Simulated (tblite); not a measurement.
## Molecular dynamics, with input and output: C$_{5}$H$_{10}$O$_{2}$Si (part 2 of 2)

C$_{5}$H$_{10}$O$_{2}$Si; GFN2-xTB Langevin dynamics, gas phase (tblite 0.8.0). 

Geometry of the input (Å):
```
C  -2.0472  0.9568  -0.1501
C  -2.1600  -0.5357  -0.1928
C  -0.8209  0.1185  -0.3503
C  0.2085  0.0088  0.7484
C  1.0867  -1.2526  0.5668
O  2.2557  -0.8715  -0.0978
Si 2.5037  0.7479  -0.0024
O  1.0783  1.1124  0.7151
H  -2.1689  1.4508  0.8015
H  -2.4191  1.5267  -0.9873
H  -2.3643  -1.0585  0.7295
H  -2.6104  -0.9952  -1.0592
H  -0.3693  0.1211  -1.3354
H  -0.2838  0.0020  1.7275
H  1.3523  -1.6785  1.5402
H  0.5709  -2.0110  -0.0274
H  2.6161  1.2596  -1.3582
H  3.5629  1.1047  0.9260
```

## Trajectory as extended XYZ, continued
```
18
Properties=species:S:1:pos:R:3:forces:R:3 step=21 time_fs=525.0 energy=-700.08960 temperature=297.3
C    -1.8283   -0.5826    1.0407    1.1838  -0.9075   0.6943
C    -1.5790   -1.9740    0.5565    0.5266   1.3709  -1.3574
C    -0.5250   -0.9096    0.3249   -0.7062   0.8398   0.1488
C     0.8166   -0.7908    1.0185    0.5932  -1.0433  -0.4187
C     1.8189   -1.4361   -0.0069   -0.4340  -1.4467   0.9358
O     2.0374   -0.4829   -0.9328    1.0415   2.2524  -0.8332
Si    2.0490    1.0379   -0.2186   -0.3823  -0.0172  -0.2759
O     1.2544    0.5373    1.1372    0.1005  -0.0347   0.1767
H    -1.8404   -0.3838    2.1152    0.2235  -0.1000  -0.4628
H    -2.5618   -0.0881    0.5035   -1.0998   1.1474  -0.7417
H    -1.3744   -2.7443    1.2090    0.3407  -1.3538   1.2689
H    -2.0921   -2.2688   -0.3498   -0.0835  -0.1265   0.1441
H    -0.3975   -0.5292   -0.7031   -0.3883  -0.1736   0.5238
H     0.8264   -1.2983    1.9907    0.0573   0.2199  -0.0270
H     2.7930   -1.8248    0.4251   -0.9973   0.4109  -0.1156
H     1.2931   -2.2367   -0.5470    0.2653  -0.3612   0.3707
H     1.0082    1.9010   -0.8517    0.7403  -0.2798  -0.0241
H     3.4562    1.5536   -0.0232   -0.9813  -0.3970  -0.0067
18
Properties=species:S:1:pos:R:3:forces:R:3 step=22 time_fs=550.0 energy=-700.10838 temperature=289.1
C    -1.9190   -0.6245    1.0943   -0.3449  -1.4685   0.7209
C    -1.4757   -2.0309    0.5510   -0.2697   0.1374   2.3114
C    -0.6556   -0.8262    0.3821    1.8939   0.8118  -0.8330
C     0.7494   -0.7703    0.9450    0.8721   0.3723  -0.2734
C     1.8090   -1.4068   -0.0482   -0.5418  -0.1575   0.4143
O     2.2324   -0.4287   -0.9868   -0.8093  -0.3962   1.1231
Si    1.9916    1.0520   -0.2826    1.9087  -0.0079   0.9413
O     1.2476    0.5763    1.0898   -0.9441  -1.0605  -0.0640
H    -1.8857   -0.5186    2.1842   -0.0967  -0.0631  -0.5055
H    -2.7336   -0.0833    0.6206    0.2910  -0.2290   0.0627
H    -1.1784   -2.7916    1.3494   -0.3805   1.1640  -1.2089
H    -1.9020   -2.4610   -0.3109   -0.6519  -0.3115  -0.5255
H    -0.6460   -0.3706   -0.5956    0.0271  -0.0418  -0.4738
H     0.7820   -1.3415    1.8926    0.1456   0.6079  -0.1200
H     2.6712   -1.6872    0.5855   -0.2443  -0.1002  -0.4379
H     1.3465   -2.3044   -0.5205    0.5520   0.6524  -0.0195
H     1.3867    1.8286   -1.2888   -0.6428   0.5236  -0.6075
H     3.2362    1.6921    0.3265   -0.7645  -0.4330  -0.5046
18
Properties=species:S:1:pos:R:3:forces:R:3 step=24 time_fs=600.0 energy=-700.05131 temperature=273.4
C    -1.7778   -0.7148    1.2294   -0.4754  -0.0061   1.1533
C    -1.5284   -2.0453    0.6055   -1.8056   0.4271  -1.4352
C    -0.6691   -0.8809    0.2577   -1.3160   0.5445  -0.7049
C     0.6860   -0.7761    0.8621   -1.5960   1.2758  -0.0921
C     1.6276   -1.3797   -0.0850    1.9839  -0.4219  -1.4039
O     2.4054   -0.3586   -0.7521   -0.9966  -1.4381   0.1568
Si    1.9457    1.1106   -0.2704   -1.2506   0.2269   0.8792
O     0.9717    0.5843    1.0356    1.1745   0.5965  -0.9515
H    -1.5400   -0.6395    2.2887    0.1653   0.1834  -0.2147
H    -2.6640   -0.1548    1.0064   -0.2091   0.0341  -0.3206
H    -1.1930   -2.8631    1.1542    0.7182  -0.9203   0.9131
H    -2.3255   -2.3517   -0.0974    0.7265   0.1439   0.1071
H    -0.8223   -0.4250   -0.7327    0.3145  -0.1828   0.4731
H     0.5420   -1.2800    1.8008    0.8578  -0.1311   0.7979
H     2.3399   -1.9828    0.4502    0.5336  -0.5555   0.0131
H     1.0447   -2.0007   -0.7934    0.6908   0.2759  -0.0498
H     1.2119    1.8624   -1.3210    0.0960  -0.3568   0.3995
H     3.0876    1.7847    0.2505    0.3883   0.3047   0.2795
18
Properties=species:S:1:pos:R:3:forces:R:3 step=26 time_fs=650.0 energy=-699.96192 temperature=227.8
C    -1.9433   -0.8373    1.3071   -0.0167   0.6907  -1.2585
C    -1.6897   -2.1125    0.5370    0.4129   0.8865  -0.5419
C    -0.7927   -0.8730    0.3408    0.7860  -1.6681   1.8603
C     0.6564   -0.7914    0.9553   -0.6772  -0.2785  -1.3737
C     1.7780   -1.4163    0.0051   -0.4823  -0.5738   1.0422
O     2.4197   -0.4070   -0.6933    0.2435  -0.3988   0.0678
Si    2.0088    1.0888   -0.1686    1.3677   0.1561  -0.6032
O     1.0420    0.5395    0.9708   -1.2386   0.8746   1.9228
H    -1.6882   -0.6885    2.3195    0.1253  -0.3700   0.9576
H    -2.7117   -0.1079    0.9997   -0.0363  -0.9737   0.1332
H    -1.1397   -2.9645    0.9248   -0.4962   0.2225   0.4852
H    -2.4263   -2.4093   -0.2402    0.7582   0.4626   0.5329
H    -0.8567   -0.3429   -0.5393   -0.1703   1.0271  -1.6967
H     0.5570   -1.1598    2.0007    0.6693  -0.0392  -0.6456
H     2.4936   -1.9749    0.6612   -0.3468   0.2569  -0.6775
H     1.3027   -2.0465   -0.7394    0.0099  -0.4897   0.0817
H     1.2475    1.6371   -1.2697   -0.0111   0.4462  -0.0881
H     3.2638    1.7341    0.3519   -0.8974  -0.2313  -0.1987
18
Properties=species:S:1:pos:R:3:forces:R:3 step=27 time_fs=675.0 energy=-699.91772 temperature=241.0
C    -1.9620   -0.8983    1.2817   -0.1768  -0.9253  -1.0307
C    -1.6586   -2.1748    0.4539   -0.4689  -0.5393   0.5756
C    -0.7511   -1.0074    0.3682   -0.5440   1.2592  -0.1903
C     0.6395   -0.7758    0.8973   -0.6626   0.2989   0.1741
C     1.7229   -1.4512   -0.0372   -1.1693   1.0175   1.5079
O     2.3799   -0.4448   -0.6962    0.4341   1.1649  -0.4297
Si    2.0647    1.0802   -0.1455   -0.8257  -0.5720   1.3853
O     0.9269    0.6360    1.0553    0.8508  -1.2401  -2.0051
H    -1.7504   -1.0668    2.3406   -0.1827   0.3634  -0.4088
H    -2.8358   -0.2376    1.0737    0.9970  -0.7324   0.0559
H    -1.3601   -3.0383    1.0644   -0.1024   0.3671  -0.3511
H    -2.2181   -2.4995   -0.4672    0.5050   0.6822   1.1655
H    -0.8368   -0.5305   -0.5905   -0.1887   0.5318  -0.3590
H     0.6267   -1.1616    1.9127    0.5062  -0.3099   0.2625
H     2.3198   -1.8943    0.7391    1.0123  -0.8288  -0.3631
H     1.2932   -2.1273   -0.7691   -0.0580  -0.2577   0.1979
H     1.5840    2.0740   -1.0675   -0.3714  -0.1907  -0.4509
H     3.1532    1.6914    0.5680    0.4451  -0.0888   0.2640
18
Properties=species:S:1:pos:R:3:forces:R:3 step=29 time_fs=725.0 energy=-700.11147 temperature=382.8
C    -2.0077   -1.1030    1.3041    0.1496  -0.6914  -0.1169
C    -1.4505   -2.1868    0.4198   -0.5287   0.8825  -0.4045
C    -0.9452   -0.7447    0.3414   -0.4697  -0.3632  -1.0988
C     0.4554   -0.6166    0.8218    0.8528  -0.3567   0.5477
C     1.4902   -1.4303   -0.1193   -0.5134   1.9623   1.3728
O     2.3447   -0.4604   -0.6710   -0.3408  -0.4853  -0.4073
Si    2.2399    0.9993    0.0556    0.1672   0.0229   0.5178
O     0.8948    0.7135    0.9604   -0.0746  -0.3948  -0.7449
H    -1.8468   -1.1830    2.3576    0.0686   0.2168   0.2982
H    -2.9216   -0.6987    0.9728   -1.1897   0.1330   0.2538
H    -0.7466   -2.8575    0.8464    0.3187  -0.4311   0.4017
H    -2.0698   -2.6815   -0.3265    0.1433   0.5210   0.0170
H    -1.3032   -0.0933   -0.4802    0.6625  -0.5008   0.3831
H     0.4276   -1.0392    1.8520    0.4650   0.0169  -0.4002
H     2.0681   -2.1230    0.4895    0.0110  -0.1082  -0.0896
H     0.8904   -1.9129   -0.8571   -0.0134  -0.4484  -0.7428
H     2.1328    2.1411   -0.8700   -0.0259  -0.5364   0.3075
H     3.2775    0.8862    1.0791    0.3176   0.5608  -0.0947
18
Properties=species:S:1:pos:R:3:forces:R:3 step=30 time_fs=750.0 energy=-699.95159 temperature=200.2
C    -2.0361   -1.1853    1.3013   -0.6440   0.4990  -1.1391
C    -1.5031   -2.2092    0.3525    0.4058  -0.1836   0.0444
C    -1.0057   -0.7813    0.2897    0.9025  -1.2899   2.1488
C     0.4051   -0.5921    0.8188    1.0219  -0.3538  -0.3553
C     1.3994   -1.3488   -0.1716    0.5027   0.6651   1.1758
O     2.3665   -0.4415   -0.6820   -0.6674  -1.8213  -0.3409
Si    2.4018    0.9009    0.1522   -0.9318   2.7080   0.8170
O     0.8896    0.7197    0.9266    1.0111  -0.1488  -0.4989
H    -1.6061   -1.2205    2.2555   -0.1360  -0.1488   1.3128
H    -3.0436   -0.7722    1.2093    0.3828  -0.3592   0.1218
H    -0.8574   -2.9995    0.7922   -0.5138   0.6903  -0.5643
H    -2.0663   -2.4976   -0.5242   -0.1711  -0.2662   0.3301
H    -1.3155   -0.2168   -0.5073   -0.3447   1.2648  -1.7059
H     0.4761   -1.0538    1.8391   -0.0293   0.1664  -0.6493
H     1.9427   -2.0996    0.3856    0.2097  -0.3644   0.2497
H     0.8491   -1.8454   -0.9309   -0.3154  -0.1080  -1.0101
H     2.2037    2.0580   -0.7298   -0.1044  -0.2239  -0.0170
H     3.6208    1.2816    0.9218   -0.5785  -0.7256   0.0805
18
Properties=species:S:1:pos:R:3:forces:R:3 step=32 time_fs=800.0 energy=-699.97575 temperature=240.4
C    -2.0597   -1.1588    1.2736    0.4164  -0.2002   0.5441
C    -1.5808   -2.0050    0.1277   -1.5963  -0.1352  -1.1858
C    -0.9033   -0.7240    0.4200   -0.8611   0.3572  -0.8576
C     0.5107   -0.6882    0.7907    2.0153  -0.6600   0.7121
C     1.5362   -1.3682   -0.2055   -1.7562  -1.7404  -1.0460
O     2.5135   -0.5235   -0.6845   -0.1280   0.8587   0.7910
Si    2.4268    0.8687    0.1830   -2.4005   0.5057  -0.5256
O     0.8477    0.6436    0.8125    2.3828   0.6988   0.0509
H    -1.8476   -1.5868    2.2718   -0.3200   0.5820  -0.6398
H    -2.9379   -0.5183    1.1689    0.2055  -0.6023   0.2370
H    -1.1113   -2.9380    0.3705    0.2782  -0.0735   0.0894
H    -2.2017   -2.0882   -0.7921    0.4212   0.1045   0.7758
H    -1.1220    0.1655   -0.1978    0.0090  -0.6760   0.0350
H     0.6988   -1.1984    1.7540   -0.1329   0.3528   0.2051
H     2.0202   -2.2992    0.1576   -0.2980   0.5442   0.3143
H     0.8684   -1.7007   -1.0412    0.6412   0.1422  -0.0334
H     2.0740    2.0605   -0.5638    0.3226   0.0294  -0.2334
H     3.4349    1.0074    1.1540    0.8009  -0.0878   0.7669
18
Properties=species:S:1:pos:R:3:forces:R:3 step=34 time_fs=850.0 energy=-700.15491 temperature=312.5
C    -1.9485   -1.0872    1.2846   -0.9078  -0.0894   0.1739
C    -1.7193   -1.9516    0.0809    2.7143   0.3428   1.4785
C    -0.9250   -0.6441    0.3071   -0.2454  -0.0281  -0.3945
C     0.5146   -0.6891    0.7804   -0.0027  -0.5792  -0.5813
C     1.4328   -1.4362   -0.2118   -0.1599  -0.3039  -0.5181
O     2.5511   -0.6654   -0.4587    0.7776   0.7704   0.4170
Si    2.3724    0.8996    0.1099   -0.0781  -0.4034  -0.4526
O     1.0547    0.5640    1.0110   -0.2891   0.6131  -0.0964
H    -1.6333   -1.4045    2.2840   -0.1744   0.1240  -0.5322
H    -2.9209   -0.6093    1.2374    0.1480   0.1677   0.3949
H    -1.0775   -2.8343    0.2034   -0.5453   0.2376  -0.0556
H    -2.4689   -2.0420   -0.6358   -0.7734   0.1019  -0.9880
H    -1.0678    0.2258   -0.3480   -0.2593  -0.4342   0.3180
H     0.6198   -1.2181    1.7066   -0.3650  -0.4070   0.8752
H     1.7118   -2.4089    0.2319    0.0827   0.2339  -0.3995
H     0.9396   -1.5784   -1.1946   -0.0467  -0.2056   0.4555
H     1.9549    1.5663   -1.1775    0.4664   0.1180   0.7876
H     3.3117    1.3855    1.1715   -0.3421  -0.2587  -0.8824
18
Properties=species:S:1:pos:R:3:forces:R:3 step=35 time_fs=875.0 energy=-699.82881 temperature=222.0
C    -2.0695   -0.9445    1.2565    1.9279   0.1316  -0.2853
C    -1.6127   -1.9570    0.2415   -0.9494  -0.4171  -0.5304
C    -0.8520   -0.6827    0.3743   -1.7972   0.2187  -1.1696
C     0.5094   -0.7590    0.8276    2.5422  -0.4781  -0.3031
C     1.4359   -1.4384   -0.2706    1.2649  -0.3486   0.3161
O     2.6474   -0.6611   -0.4342   -1.6784  -1.7444  -0.0870
Si    2.3250    0.8160    0.0505    0.1705   1.2784   1.8302
O     1.0174    0.5023    1.0906    1.6210   0.8584  -0.9201
H    -1.7788   -1.1136    2.2923   -0.5446  -0.0573  -0.2693
H    -2.8529   -0.2751    1.0525   -1.0104   0.2729   0.0848
H    -1.1922   -2.8658    0.7196   -0.3480   0.6046  -0.9676
H    -2.1767   -2.0240   -0.7359    0.5232  -0.4887   1.4958
H    -0.9512    0.0489   -0.4652   -0.0940  -0.5643   0.7476
H     0.6655   -1.3660    1.7072   -0.3026  -0.2466   0.6758
H     1.7477   -2.4440    0.1074   -0.2071   0.6155  -0.5125
H     0.9933   -1.5220   -1.2652   -0.2786  -0.0177   0.2618
H     1.9246    1.8519   -0.8242   -0.6702   0.5211  -0.8325
H     3.6639    1.2290    0.4668   -0.1692  -0.1384   0.4652
18
Properties=species:S:1:pos:R:3:forces:R:3 step=37 time_fs=925.0 energy=-700.08755 temperature=255.5
C    -1.9467   -0.7564    1.1965    0.5904  -0.7805   0.4652
C    -1.7130   -2.0772    0.5038    2.4187   2.0117   1.1850
C    -0.8022   -0.8634    0.2219   -0.7341  -1.0998   1.3330
C     0.5937   -0.9828    0.8063   -0.0902   0.0267   1.6018
C     1.6274   -1.6493   -0.1017    0.1829  -0.7091  -0.3321
O     2.5480   -0.6854   -0.5075    0.4047  -1.7589  -0.9328
Si    2.2290    0.7479    0.0704   -0.4495   2.0954   0.9471
O     1.0872    0.2979    1.1791   -0.0874  -0.5707  -0.8903
H    -1.7052   -0.6809    2.2558   -0.1776   0.0372  -0.3104
H    -2.8196   -0.2258    0.8800   -0.1740   0.2814   0.0224
H    -1.0622   -2.7659    1.0123   -0.7463  -0.6827   0.1878
H    -2.3933   -2.3919   -0.1942   -1.1764  -0.8058  -1.3625
H    -0.9533   -0.2978   -0.6475    0.3404   0.5038  -1.1213
H     0.5984   -1.6323    1.7478   -0.5024   0.9622  -0.7097
H     2.1954   -2.4566    0.4507   -0.6085   0.5989  -0.6938
H     1.0758   -2.0525   -0.9825    0.6374  -0.0428   0.3617
H     1.8568    1.5887   -1.0765   -0.1483  -0.0903   0.2171
H     3.1935    1.3584    0.9501    0.3203   0.0231   0.0318
18
Properties=species:S:1:pos:R:3:forces:R:3 step=38 time_fs=950.0 energy=-700.02837 temperature=166.4
C    -1.9124   -0.7118    1.1664    0.6267  -1.3494  -0.1436
C    -1.6484   -2.1016    0.5547   -1.7750   0.3220  -0.1074
C    -0.7433   -0.9667    0.2699   -0.3700  -0.7877  -0.4687
C     0.5909   -1.0659    0.8655    2.0955   0.5076   0.8207
C     1.6905   -1.7157   -0.0407   -0.9840  -0.0946  -0.5771
O     2.5302   -0.7405   -0.5994   -1.0228   0.4563   0.5841
Si    2.2014    0.7676    0.0917    0.7783  -1.7674   0.5340
O     1.0386    0.2551    1.1452    0.7161  -0.0408  -0.0219
H    -1.6679   -0.6228    2.2247   -0.2589   0.1097  -0.4064
H    -2.7708   -0.2057    0.8120   -0.3693   0.6131  -0.1153
H    -1.4266   -2.8665    1.2952    0.0141  -0.0379  -0.7444
H    -2.2684   -2.3083   -0.3600    0.3849  -0.4954   1.4943
H    -0.8203   -0.7283   -0.7847    0.4219   0.7230   0.1721
H     0.6192   -1.6626    1.8212   -0.4497   0.6795  -0.5472
H     2.2812   -2.3684    0.5856    0.3357  -0.3257   0.0137
H     1.1396   -2.3297   -0.8089    0.7724   0.5380   0.3027
H     1.5227    1.5940   -0.8158   -0.3966   0.8843  -0.8545
H     3.5295    1.1312    0.6159   -0.5194   0.0656   0.0648
18
Properties=species:S:1:pos:R:3:forces:R:3 step=40 time_fs=1000.0 energy=-700.08600 temperature=319.9
C    -1.9521   -0.7744    0.9342    1.0023   0.1471   1.0353
C    -1.6901   -2.1441    0.4248    1.2959   0.4281   2.2006
C    -0.6670   -1.0886    0.2004   -0.2523  -0.2204   1.2742
C     0.6680   -1.0724    0.8824    0.5244  -0.2787  -0.4922
C     1.7821   -1.7255   -0.0556   -1.1764   0.1284   0.6491
O     2.3329   -0.6866   -0.7925    0.3209  -1.9821  -0.7807
Si    2.1698    0.6865   -0.0455   -0.3918   3.1126   0.5557
O     1.0219    0.2794    1.0833    0.6967  -0.4345  -0.6531
H    -1.9131   -0.7158    2.0110    0.1776   0.3138   0.1339
H    -2.5812   -0.0269    0.5258   -0.6693   0.0296  -0.5581
H    -1.4212   -2.8385    1.2338   -0.4071  -0.0012  -0.7205
H    -2.2519   -2.4466   -0.3566   -1.3951  -1.3501  -2.1620
H    -0.5942   -0.6490   -0.7433    0.0430   0.5022  -1.4382
H     0.6681   -1.6065    1.8321   -0.1234   0.1147   0.2190
H     2.4979   -2.2803    0.5396    0.5426   0.3274   0.3133
H     1.3425   -2.4767   -0.6978   -0.3565  -0.0094  -0.5108
H     1.9341    1.7308   -1.1242   -0.1889  -0.8488   0.7032
H     3.2849    1.1186    0.7579    0.3573   0.0212   0.2314
```

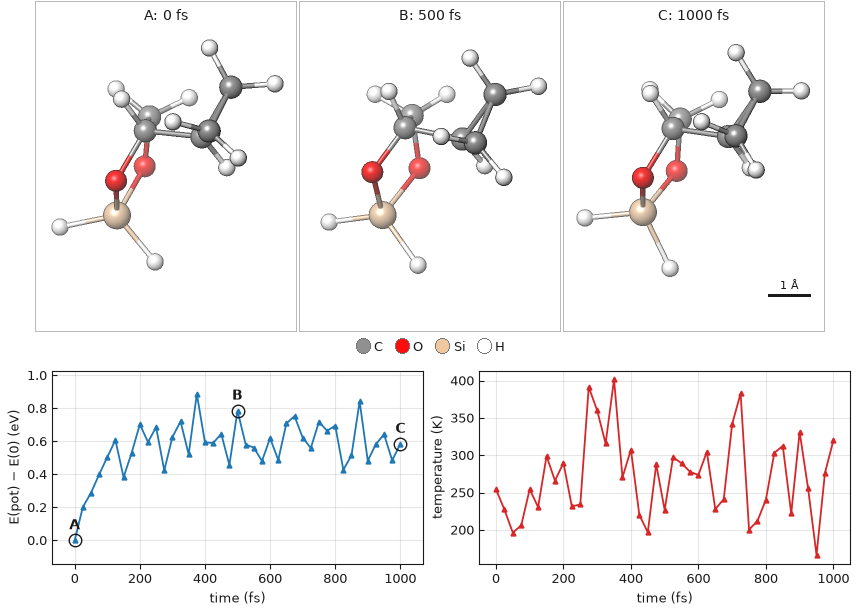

*Frames of the molecular dynamics (ball-and-stick, seen at a tilt) above the curves, on which the letters mark them.*

The trajectory kept here has 41 frames over 1000 fs. The temperature starts at 254 K, ranges from 166 to 402 K and averages 271 K over the second half. The potential energy ends 0.584 eV above its first value. After an unweighted best fit of the last frame on the first, the root-mean-square displacement is 0.14 Å, and H17 has moved furthest (0.25 Å).

## Results in brief

```json
{"quantity": "outcome", "value": "finished"}
{"quantity": "mean temperature over the second half", "value": "271 K"}
{"quantity": "trajectory", "value": "41 frames kept, 1000 fs"}
{"quantity": "wall time", "value": "42 s"}
{"quantity": "peak memory", "value": "0.18 GiB"}
```
